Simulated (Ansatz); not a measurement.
## CH5BrOSn: one change and its effect

System: CH5BrOSn.
Method of run A: RKS PBE0-D4/def2-TZVPP (Ansatz 0.2.0).

The geometry comes from this level: PBE0-D4/def2-TZVP. Text and figures count atoms from 1; the logs count them from 0 in places.

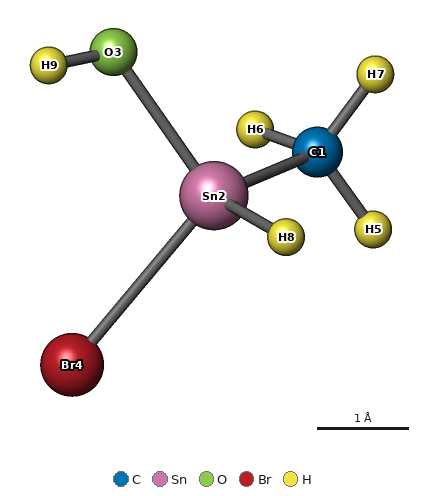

**Figure 1.** The structure (ball-and-stick view, seen at a tilt; atoms are numbered from 1 in the order of the input). Sticks mark near contacts.

## The input, run A
```yaml
crystal:
  periodic: [false, false, false]
  atoms:
    - {symbol: C, position_ang: [0.365817, 1.204804, -0.778557]}
    - {symbol: Sn, position_ang: [-0.080748, -0.712345, -0.005395]}
    - {symbol: O, position_ang: [0.345730, -0.595998, 1.902307]}
    - {symbol: Br, position_ang: [-2.531438, -1.123653, -0.163546]}
    - {symbol: H, position_ang: [0.105875, 1.250019, -1.835242]}
    - {symbol: H, position_ang: [-0.217095, 1.939442, -0.224797]}
    - {symbol: H, position_ang: [1.428941, 1.408113, -0.650022]}
    - {symbol: H, position_ang: [0.666760, -2.088729, -0.683269]}
    - {symbol: H, position_ang: [0.004656, -1.327953, 2.421520]}
basis:
  gaussian: {orbitals: def2-TZVPP}
hamiltonian: {xc: pbe0, dispersion: d4}
output: {orbitals: {seedname: orbitals}}
```

Hardware: 4 CPU threads, shared host.

## Output (run A)
```
Functional definition: PBE0
  parameter a = 0.25
  parameter kappa = 0.804
  parameter beta = 0.06672455060314922
  exchange = (1 - a)*pbe_x(kappa = kappa, mu = beta*pi^2/3) + a*exact_x
  correlation = pbe_c(beta = beta)
1500 factors; their error is unknown
mean field evaluation 1: about -79024.2224 eV, gradient 7.4e1 eV
mean field evaluation 2: about -78998.1085 eV, gradient 1.3e2 eV
mean field evaluation 4: about -79034.5295 eV, gradient 8.6e0 eV
mean field evaluation 8: about -79034.6859 eV, gradient 1.3e-1 eV
mean field evaluation 16: about -79035.1925 eV, gradient 3.8e-4 eV
mean field -79035.19245150 eV, -2904.4897506152 hartree, gradient 7.6e-5 eV, S^2 0.000000; 0 other end points of the search recorded, 0 dependent functions left out
reference -79035.19248520 eV, -2904.4897518536 hartree; 38, 38 occupied and 192, 192 virtual orbitals, 1500 factors
Total energy: -79035.36190317 eV, -2904.4959778490 hartree
```

The input of run B differs as follows (lines with − go, lines with + come):
```diff
-  gaussian: {orbitals: def2-TZVPP}
+  gaussian: {orbitals: def2-SVP}
```

Predict how the results change.

The total energy of run B is 295.7 kcal/mol higher, which measures the change of basis and not a stability. The HOMO goes from −8.10 to −7.95 eV. The LUMO goes from −0.78 to −0.51 eV. The basis functions go from 230 to 111.

## Output (run B)
```
Functional definition: PBE0
  parameter a = 0.25
  parameter kappa = 0.804
  parameter beta = 0.06672455060314922
  exchange = (1 - a)*pbe_x(kappa = kappa, mu = beta*pi^2/3) + a*exact_x
  correlation = pbe_c(beta = beta)
1180 factors; integrals over basis functions are off by at most 1.2e-3 eV
mean field evaluation 1: about -79013.8457 eV, gradient 6.4e1 eV
mean field evaluation 2: about -78993.3757 eV, gradient 1.2e2 eV
mean field evaluation 4: about -79022.1813 eV, gradient 6.7e0 eV
mean field evaluation 8: about -79022.3700 eV, gradient 4.5e-1 eV
mean field evaluation 16: about -79022.3703 eV, gradient 2.7e-5 eV
mean field -79022.37032287 eV, -2904.0185460790 hartree, gradient 2.8e-5 eV, S^2 0.000000; 0 other end points of the search recorded, 0 dependent functions left out
reference -79022.37035264 eV, -2904.0185471732 hartree; 38, 38 occupied and 73, 73 virtual orbitals, 1180 factors
Total energy: -79022.53977061 eV, -2904.0247731685 hartree
```

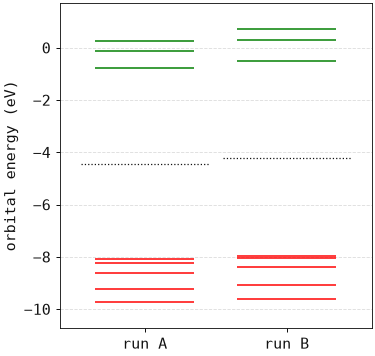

**Figure 2.** The five highest filled and three lowest empty orbital energies of the two runs; the dotted lines part filled from empty levels. The HOMO–LUMO gap is 7.32 eV in run A and 7.44 eV in run B.

## The two runs side by side

```csv
quantity,run A,run B
outcome,converged,converged
total energy (hartree),−2904.495978,−2904.024773
HOMO (eV),−8.10,−7.95
LUMO (eV),−0.78,−0.51
basis functions,230,111
wall time (shared host),3.3 s,1.4 s
```
